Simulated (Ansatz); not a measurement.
**C$_{3}$FN$_{3}$Si: molecular dynamics (part 2 of 3)**

The same run, continued: C$_{3}$FN$_{3}$Si, SMILES N#C[Si](F)(C#N)C#N; RKS r2SCAN-d3bj/6-31G* (Ansatz 0.2.0). The geometry comes from this level: PBE0-D4/def2-TZVP.

Geometry of the input (Å):
```
N  2.2813  0.0272  1.7302
C  1.4741  0.0423  0.9100
Si 0.1846  0.0630  -0.3776
F  0.8384  0.3280  -1.7771
C  -1.0177  1.3797  -0.0007
N  -1.7789  2.2067  0.2464
C  -0.6727  -1.5450  -0.3933
N  -1.2171  -2.5590  -0.3936
```

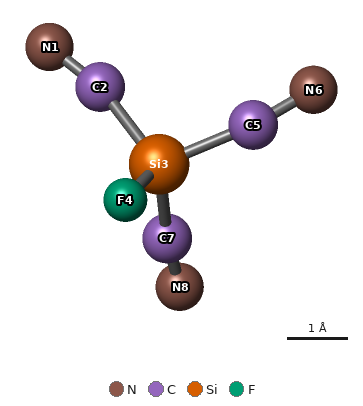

Fig. 1: The geometry at step 17 of the log (ball-and-stick view, seen at a tilt; atoms are numbered from 1 in the order of the input).

### Trajectory as extended XYZ, continued
```
8
Properties=species:S:1:pos:R:3:forces:R:3 step=3 time_fs=6.0 energy=-18168.66539 temperature=802.2
N     2.2846    0.0009    1.7225   -0.7672   0.1086  -0.3573
C     1.3835    0.0600    0.9718    1.5067  -0.2066   0.4406
Si    0.2162    0.0304   -0.4044   -0.4404   1.8485  -0.2310
F     0.8497    0.3668   -1.8359    0.0075  -0.4468   0.5335
C    -0.9896    1.3864   -0.0433   -2.3729   2.0848   0.9861
N    -1.8074    2.1980    0.2930    2.4747  -2.3775  -1.0581
C    -0.6622   -1.5170   -0.3229   -1.2637  -2.6529  -0.5260
N    -1.2260   -2.5560   -0.3759    0.8552   1.6419   0.2123
8
Properties=species:S:1:pos:R:3:forces:R:3 step=4 time_fs=8.0 energy=-18168.61460 temperature=731.1
N     2.2886   -0.0077    1.7241   -2.3036   0.2463  -1.4826
C     1.3534    0.0652    0.9876    3.2392  -0.3531   1.6104
Si    0.2260    0.0234   -0.4133   -0.9034   2.2394  -0.4311
F     0.8538    0.3785   -1.8546   -0.1005  -0.6171   0.9004
C    -0.9946    1.4018   -0.0517   -0.6903   0.2699   0.3478
N    -1.8045    2.1830    0.3034    1.0639  -0.9187  -0.5223
C    -0.6655   -1.5220   -0.3020   -0.4440  -1.1969  -0.6138
N    -1.2251   -2.5476   -0.3691    0.1388   0.3302   0.1912
8
Properties=species:S:1:pos:R:3:forces:R:3 step=5 time_fs=10.0 energy=-18168.50984 temperature=601.2
N     2.2863   -0.0156    1.7216   -2.3449   0.2822  -1.3744
C     1.3336    0.0692    1.0086    3.2682  -0.3953   1.3156
Si    0.2345    0.0195   -0.4228   -1.2457   2.4252  -0.3241
F     0.8578    0.3889   -1.8713   -0.1736  -0.7544   1.1810
C    -1.0018    1.4181   -0.0591    1.7070  -2.1236  -0.6910
N    -1.7987    2.1654    0.3124   -1.0831   1.1524   0.4297
C    -0.6703   -1.5309   -0.2831    0.8285   1.0720  -0.6188
N    -1.2238   -2.5382   -0.3617   -0.9563  -1.6586   0.0819
8
Properties=species:S:1:pos:R:3:forces:R:3 step=6 time_fs=12.0 energy=-18168.40972 temperature=481.0
N     2.2775   -0.0227    1.7152   -0.8489   0.1640  -0.1670
C     1.3244    0.0720    1.0339    1.6042  -0.2828  -0.2764
Si    0.2413    0.0190   -0.4327   -1.3058   2.4688   0.0211
F     0.8614    0.3978   -1.8857   -0.2036  -0.8528   1.3614
C    -1.0035    1.4275   -0.0686    2.9469  -3.3007  -1.2931
N    -1.7959    2.1510    0.3226   -2.2048   2.1720   0.9935
C    -0.6724   -1.5363   -0.2662    1.5483   2.3213  -0.6480
N    -1.2252   -2.5334   -0.3541   -1.5362  -2.6899   0.0086
8
Properties=species:S:1:pos:R:3:forces:R:3 step=7 time_fs=14.0 energy=-18168.38933 temperature=442.8
N     2.2664   -0.0294    1.7085    1.4472  -0.0744   1.4976
C     1.3203    0.0738    1.0583   -0.8769  -0.0426  -2.3469
Si    0.2463    0.0218   -0.4426   -1.1208   2.3991   0.4073
F     0.8645    0.4049   -1.8974   -0.1921  -0.9099   1.4380
C    -0.9958    1.4263   -0.0823    1.7326  -2.1720  -0.7169
N    -1.7991    2.1426    0.3355   -1.0497   1.1024   0.4359
C    -0.6695   -1.5343   -0.2513    1.0401   1.3758  -0.8204
N    -1.2308   -2.5360   -0.3465   -0.9804  -1.6783   0.1053
8
Properties=species:S:1:pos:R:3:forces:R:3 step=8 time_fs=16.0 energy=-18168.33709 temperature=379.7
N     2.2592   -0.0363    1.7058    2.6399  -0.2301   2.3061
C     1.3134    0.0756    1.0752   -2.1533   0.1290  -3.4030
Si    0.2498    0.0279   -0.4520   -0.8802   2.1889   0.6703
F     0.8673    0.4102   -1.9061   -0.1491  -0.9255   1.4193
C    -0.9825    1.4182   -0.0984   -0.6391  -0.0256   0.5100
N    -1.8053    2.1372    0.3497    1.1290  -0.8228  -0.7351
C    -0.6633   -1.5279   -0.2391   -0.1310  -0.6922  -1.0752
N    -1.2390   -2.5433   -0.3386    0.1839   0.3783   0.3075
8
Properties=species:S:1:pos:R:3:forces:R:3 step=9 time_fs=18.0 energy=-18168.27414 temperature=305.6
N     2.2593   -0.0439    1.7095    1.4096  -0.1039   1.4731
C     1.2996    0.0777    1.0811   -0.8800   0.0325  -2.6019
Si    0.2521    0.0371   -0.4604   -0.7800   1.8151   0.7864
F     0.8698    0.4137   -1.9119   -0.0883  -0.9023   1.3232
C    -0.9712    1.4100   -0.1128   -2.3135   1.4685   1.4265
N    -1.8083    2.1296    0.3618    2.5781  -2.0557  -1.5916
C    -0.6575   -1.5237   -0.2304   -0.9743  -2.1107  -1.2678
N    -1.2468   -2.5495   -0.3299    1.0482   1.8564   0.4519
8
Properties=species:S:1:pos:R:3:forces:R:3 step=10 time_fs=20.0 energy=-18168.27241 temperature=303.1
N     2.2633   -0.0517    1.7173   -0.9574   0.1923  -0.0972
C     1.2829    0.0799    1.0787    1.5913  -0.2260  -0.9279
Si    0.2533    0.0488   -0.4678   -0.8960   1.3169   0.8536
F     0.8721    0.4153   -1.9151   -0.0204  -0.8458   1.1714
C    -0.9674    1.4065   -0.1226   -2.5280   1.6702   1.5680
N    -1.8042    2.1162    0.3696    2.6370  -2.0737  -1.6952
C    -0.6548   -1.5262   -0.2256   -1.0031  -2.0599  -1.3343
N    -1.2518   -2.5506   -0.3199    1.1765   2.0260   0.4616
8
Properties=species:S:1:pos:R:3:forces:R:3 step=11 time_fs=22.0 energy=-18168.31552 temperature=352.5
N     2.2647   -0.0590    1.7248   -2.5843   0.4191  -1.1935
C     1.2713    0.0815    1.0733    3.2887  -0.4133   0.2679
Si    0.2533    0.0622   -0.4740   -1.1475   0.7793   0.9853
F     0.8744    0.4151   -1.9159    0.0488  -0.7635   0.9848
C    -0.9717    1.4083   -0.1274   -1.1740   0.5278   0.8048
N    -1.7929    2.0971    0.3727    1.2360  -0.8655  -0.9196
C    -0.6554   -1.5354   -0.2252   -0.2197  -0.5958  -1.2851
N    -1.2534   -2.5461   -0.3086    0.5521   0.9120   0.3553
8
Properties=species:S:1:pos:R:3:forces:R:3 step=12 time_fs=24.0 energy=-18168.32425 temperature=366.0
N     2.2589   -0.0652    1.7291   -2.7182   0.4497  -1.3245
C     1.2703    0.0817    1.0687    3.3963  -0.4043   0.3938
Si    0.2517    0.0768   -0.4788   -1.3385   0.2567   1.2133
F     0.8768    0.4135   -1.9147    0.1179  -0.6652   0.7829
C    -0.9797    1.4119   -0.1297    1.2250  -1.4633  -0.6393
N    -1.7781    2.0757    0.3733   -1.1669   1.1508   0.5372
C    -0.6566   -1.5465   -0.2289    0.9439   1.4918  -1.1869
N    -1.2536   -2.5391   -0.2963   -0.4594  -0.8161   0.2235
8
Properties=species:S:1:pos:R:3:forces:R:3 step=13 time_fs=26.0 energy=-18168.31951 temperature=372.4
N     2.2456   -0.0701    1.7297   -1.3496   0.2513  -0.4322
C     1.2802    0.0806    1.0654    1.9067  -0.1654  -0.6056
Si    0.2482    0.0918   -0.4821   -1.2577  -0.2750   1.4507
F     0.8794    0.4104   -1.9119    0.1853  -0.5628   0.5851
C    -0.9839    1.4107   -0.1340    2.8234  -2.7229  -1.6855
N    -1.7665    2.0573    0.3753   -2.8737   2.5565   1.6403
C    -0.6548   -1.5529   -0.2365    1.5963   2.6889  -1.1301
N    -1.2550   -2.5343   -0.2834   -1.0308  -1.7705   0.1773
8
Properties=species:S:1:pos:R:3:forces:R:3 step=14 time_fs=28.0 energy=-18168.39706 temperature=461.0
N     2.2286   -0.0744    1.7291    0.8839  -0.1075   1.1359
C     1.2962    0.0789    1.0602   -0.4773   0.2331  -2.2806
Si    0.2430    0.1064   -0.4833   -0.8074  -0.8789   1.5386
F     0.8824    0.4063   -1.9079    0.2444  -0.4672   0.4118
C    -0.9789    1.4008   -0.1437    1.7514  -1.7035  -1.0988
N    -1.7629    2.0459    0.3819   -2.1458   1.9375   1.1866
C    -0.6479   -1.5506   -0.2477    1.0799   1.9514  -1.0979
N    -1.2593   -2.5344   -0.2699   -0.5290  -0.9649   0.2044
8
Properties=species:S:1:pos:R:3:forces:R:3 step=15 time_fs=30.0 energy=-18168.43528 temperature=512.7
N     2.2140   -0.0790    1.7316    2.2864  -0.3600   2.2134
C     1.3107    0.0780    1.0476   -1.9668   0.5184  -3.3279
Si    0.2367    0.1199   -0.4824   -0.1113  -1.5492   1.3536
F     0.8859    0.4011   -1.9030    0.2827  -0.3830   0.2800
C    -0.9683    1.3854   -0.1570   -0.9823   0.7235   0.5616
N    -1.7651    2.0399    0.3918    0.0262   0.1328  -0.2825
C    -0.6375   -1.5420   -0.2624   -0.1631   0.0560  -0.9727
N    -1.2650   -2.5372   -0.2559    0.6282   0.8614   0.1744
8
Properties=species:S:1:pos:R:3:forces:R:3 step=16 time_fs=32.0 energy=-18168.42039 temperature=506.0
N     2.2056   -0.0846    1.7403    1.4366  -0.2256   1.5842
C     1.3190    0.0788    1.0242   -1.0757   0.4023  -2.4535
Si    0.2303    0.1313   -0.4796    0.5092  -2.1443   0.8992
F     0.8900    0.3952   -1.8976    0.2877  -0.3079   0.1969
C    -0.9609    1.3722   -0.1685   -3.0696   2.5965   1.8320
N    -1.7672    2.0342    0.4009    1.5502  -1.1324  -1.3713
C    -0.6276   -1.5332   -0.2803   -1.1954  -1.4727  -0.7317
N    -1.2691   -2.5376   -0.2413    1.5569   2.2841   0.0442
8
Properties=species:S:1:pos:R:3:forces:R:3 step=17 time_fs=34.0 energy=-18168.45527 temperature=552.7
N     2.2012   -0.0908    1.7533   -0.6680   0.1744  -0.2359
C     1.3238    0.0809    0.9929    1.1786   0.0040  -0.2219
Si    0.2245    0.1397   -0.4756    0.7386  -2.4648   0.3148
F     0.8947    0.3886   -1.8917    0.2570  -0.2373   0.1557
C    -0.9633    1.3674   -0.1742   -3.3209   2.8759   1.9641
N    -1.7651    2.0254    0.4063    1.5246  -1.1168  -1.4018
C    -0.6215   -1.5291   -0.3007   -1.4674  -1.7834  -0.4734
N    -1.2688   -2.5317   -0.2265    1.7576   2.5481  -0.1015
8
Properties=species:S:1:pos:R:3:forces:R:3 step=18 time_fs=36.0 energy=-18168.52374 temperature=635.7
N     2.1949   -0.0965    1.7658   -2.1701   0.5041  -1.7653
C     1.3325    0.0830    0.9608    2.8314  -0.3353   1.7242
Si    0.2197    0.1448   -0.4712    0.5410  -2.4426  -0.2050
F     0.8999    0.3815   -1.8855    0.2024  -0.1691   0.1385
C    -0.9764    1.3719   -0.1735   -1.5481   1.3974   0.8097
N    -1.7588    2.0134    0.4078   -0.1248   0.2381  -0.2408
C    -0.6201   -1.5308   -0.3226   -0.8739  -0.7480  -0.3244
N    -1.2637   -2.5187   -0.2120    1.1422   1.5555  -0.1368
8
Properties=species:S:1:pos:R:3:forces:R:3 step=19 time_fs=38.0 energy=-18168.53204 temperature=656.0
N     2.1826   -0.1009    1.7734   -2.2965   0.5764  -2.1351
C     1.3503    0.0840    0.9341    2.9774  -0.4203   2.3424
Si    0.2156    0.1465   -0.4670    0.2327  -2.2190  -0.5249
F     0.9056    0.3741   -1.8790    0.1451  -0.1057   0.1231
C    -0.9945    1.3808   -0.1702    1.3052  -1.0078  -1.0999
N    -1.7528    2.0021    0.4087   -2.6339   2.2978   1.6327
C    -0.6215   -1.5349   -0.3456    0.2868   1.1248  -0.3545
N    -1.2554   -2.5014   -0.1979   -0.0169  -0.2462   0.0162
8
Properties=species:S:1:pos:R:3:forces:R:3 step=20 time_fs=40.0 energy=-18168.54308 temperature=685.6
N     2.1639   -0.1037    1.7751   -1.0690   0.3419  -1.0759
C     1.3777    0.0836    0.9149    1.5802  -0.1992   1.3062
Si    0.2118    0.1452   -0.4635    0.2075  -1.9843  -0.6420
F     0.9116    0.3664   -1.8723    0.1054  -0.0502   0.0890
C    -1.0085    1.3865   -0.1705    2.6970  -2.1856  -2.0137
N    -1.7540    1.9971    0.4140   -3.7620   3.2202   2.5372
C    -0.6220   -1.5353   -0.3699    1.1723   2.5058  -0.4364
N    -1.2471   -2.4847   -0.1836   -0.9314  -1.6487   0.2355
8
Properties=species:S:1:pos:R:3:forces:R:3 step=21 time_fs=42.0 energy=-18168.63961 temperature=796.4
N     2.1422   -0.1056    1.7739    0.9025  -0.1157   1.0628
C     1.4103    0.0827    0.8998   -0.6717   0.2398  -0.9235
Si    0.2083    0.1411   -0.4609    0.5538  -1.7610  -0.6670
F     0.9178    0.3586   -1.8653    0.0919  -0.0017   0.0216
C    -1.0139    1.3852   -0.1773    1.1223  -0.8791  -0.7317
N    -1.7657    2.0009    0.4264   -2.1311   1.8754   1.2925
C    -0.6187   -1.5277   -0.3956    0.9157   2.0619  -0.2418
N    -1.2414   -2.4725   -0.1686   -0.7833  -1.4196   0.1872
8
Properties=species:S:1:pos:R:3:forces:R:3 step=22 time_fs=44.0 energy=-18168.64091 temperature=810.5
N     2.1229   -0.1078    1.7756    2.1475  -0.4489   2.6638
C     1.4409    0.0825    0.8816   -2.1438   0.5441  -2.5408
Si    0.2056    0.1347   -0.4592    0.9730  -1.3977  -0.7222
F     0.9242    0.3507   -1.8583    0.0983   0.0460  -0.0865
C    -1.0156    1.3811   -0.1864   -1.4094   1.2264   1.3318
N    -1.7832    2.0100    0.4424    0.3955  -0.2059  -0.7303
C    -0.6124   -1.5135   -0.4223   -0.2708   0.1325   0.3238
N    -1.2378   -2.4642   -0.1531    0.2098   0.1035  -0.2395
8
Properties=species:S:1:pos:R:3:forces:R:3 step=23 time_fs=46.0 energy=-18168.58471 temperature=753.4
N     2.1095   -0.1113    1.7847    1.5204  -0.2799   1.8960
C     1.4647    0.0840    0.8553   -1.5790   0.3372  -1.6119
Si    0.2042    0.1262   -0.4585    1.0849  -0.7885  -0.8443
F     0.9309    0.3429   -1.8514    0.1112   0.0979  -0.2335
C    -1.0220    1.3809   -0.1913   -2.7108   2.2842   2.5383
N    -1.7998    2.0185    0.4565    1.8596  -1.4146  -1.9451
C    -0.6070   -1.4987   -0.4480   -1.3850  -1.7162   0.9376
N    -1.2337   -2.4556   -0.1381    1.0986   1.4799  -0.7371
8
Properties=species:S:1:pos:R:3:forces:R:3 step=24 time_fs=48.0 energy=-18168.57402 temperature=740.5
N     2.1002   -0.1155    1.7991   -0.0557   0.2223  -0.5147
C     1.4835    0.0866    0.8236    0.0558  -0.2042   1.0661
Si    0.2043    0.1167   -0.4589    0.7763  -0.0287  -0.9564
F     0.9378    0.3353   -1.8449    0.1207   0.1540  -0.4077
C    -1.0370    1.3881   -0.1880   -2.2286   1.8186   2.4341
N    -1.8113    2.0231    0.4652    1.7923  -1.3626  -1.9138
C    -0.6061   -1.4894   -0.4707   -1.7208  -2.3523   1.2341
N    -1.2264   -2.4428   -0.1251    1.2599   1.7529  -0.9417
8
Properties=species:S:1:pos:R:3:forces:R:3 step=25 time_fs=50.0 energy=-18168.55681 temperature=718.0
N     2.0907   -0.1192    1.8120   -1.1094   0.6169  -2.4679
C     1.5025    0.0886    0.7952    1.1289  -0.6338   3.2198
Si    0.2054    0.1070   -0.4607    0.2666   0.6588  -0.9360
F     0.9449    0.3279   -1.8393    0.1252   0.2101  -0.5891
C    -1.0593    1.4011   -0.1769   -0.2279   0.0736   1.1219
N    -1.8178    2.0240    0.4687    0.3472  -0.1749  -0.7176
C    -0.6106   -1.4877   -0.4896   -1.0934  -1.4494   1.0109
N    -1.2157   -2.4252   -0.1147    0.5628   0.6987  -0.6419
8
Properties=species:S:1:pos:R:3:forces:R:3 step=26 time_fs=52.0 energy=-18168.46325 temperature=610.1
N     2.0781   -0.1211    1.8183   -1.1592   0.6915  -2.8733
C     1.5253    0.0886    0.7770    1.0216  -0.7396   3.6295
Si    0.2069    0.0982   -0.4638   -0.0985   1.1300  -0.7234
F     0.9524    0.3210   -1.8348    0.1286   0.2619  -0.7545
C    -1.0825    1.4144   -0.1621    2.3111  -2.1014  -0.7129
N    -1.8235    2.0244    0.4702   -1.6879   1.5020   0.9964
C    -0.6188   -1.4906   -0.5054    0.1876   0.5179   0.3129
N    -1.2034   -2.4055   -0.1060   -0.7032  -1.2623   0.1254
8
Properties=species:S:1:pos:R:3:forces:R:3 step=27 time_fs=54.0 energy=-18168.37378 temperature=509.3
N     2.0623   -0.1212    1.8166   -0.3251   0.4205  -1.5350
C     1.5515    0.0862    0.7705   -0.1444  -0.4978   2.1098
Si    0.2083    0.0910   -0.4678   -0.1019   1.4146  -0.3790
F     0.9602    0.3145   -1.8319    0.1347   0.3078  -0.8844
C    -1.0983    1.4211   -0.1496    3.4387  -3.0669  -1.4890
N    -1.8338    2.0290    0.4745   -2.5017   2.1752   1.6797
C    -0.6263   -1.4919   -0.5202    1.1728   2.0400  -0.3374
N    -1.1929   -2.3893   -0.0969   -1.6732  -2.7934   0.8353
8
Properties=species:S:1:pos:R:3:forces:R:3 step=28 time_fs=56.0 energy=-18168.36927 temperature=492.7
N     2.0455   -0.1201    1.8106    0.9499  -0.0775   1.0228
C     1.5773    0.0821    0.7707   -1.7897  -0.0240  -0.6856
Si    0.2096    0.0856   -0.4725    0.2148   1.6241  -0.0435
F     0.9682    0.3087   -1.8307    0.1392   0.3500  -0.9679
C    -1.1031    1.4179   -0.1418    2.1338  -1.9579  -0.3656
N    -1.8511    2.0396    0.4834   -1.0891   0.9975   0.5012
C    -0.6301   -1.4865   -0.5361    0.9103   1.5617  -0.1935
N    -1.1870   -2.3807   -0.0855   -1.4691  -2.4739   0.7320
8
Properties=species:S:1:pos:R:3:forces:R:3 step=29 time_fs=58.0 energy=-18168.30479 temperature=419.5
N     2.0312   -0.1192    1.8075    1.7668  -0.4354   2.9382
C     1.5975    0.0780    0.7688   -2.8517   0.3198  -2.7451
Si    0.2111    0.0825   -0.4772    0.6016   1.7996   0.1555
F     0.9766    0.3035   -1.8315    0.1266   0.3896  -1.0032
C    -1.1010    1.4083   -0.1351   -0.0928  -0.0285   1.3766
N    -1.8715    2.0530    0.4938    1.1255  -0.8686  -1.2774
C    -0.6310   -1.4762   -0.5528   -0.2819  -0.4498   0.6909
N    -1.1852   -2.3788   -0.0719   -0.3942  -0.7267  -0.1353
8
Properties=species:S:1:pos:R:3:forces:R:3 step=30 time_fs=60.0 energy=-18168.21747 temperature=321.0
N     2.0217   -0.1195    1.8125    1.4204  -0.2916   2.2070
C     1.6087    0.0749    0.7579   -2.5446   0.1732  -1.9933
Si    0.2135    0.0818   -0.4817    0.7760   1.8698   0.1695
F     0.9853    0.2991   -1.8343    0.0793   0.4240  -0.9910
C    -1.0993    1.3986   -0.1240   -1.5325   1.2683   2.3852
N    -1.8889    2.0640    0.5007    2.5528  -2.0957  -2.3344
C    -0.6328   -1.4672   -0.5673   -1.2845  -2.1714   1.5398
N    -1.1844   -2.3790   -0.0587    0.5331   0.8233  -0.9828
```
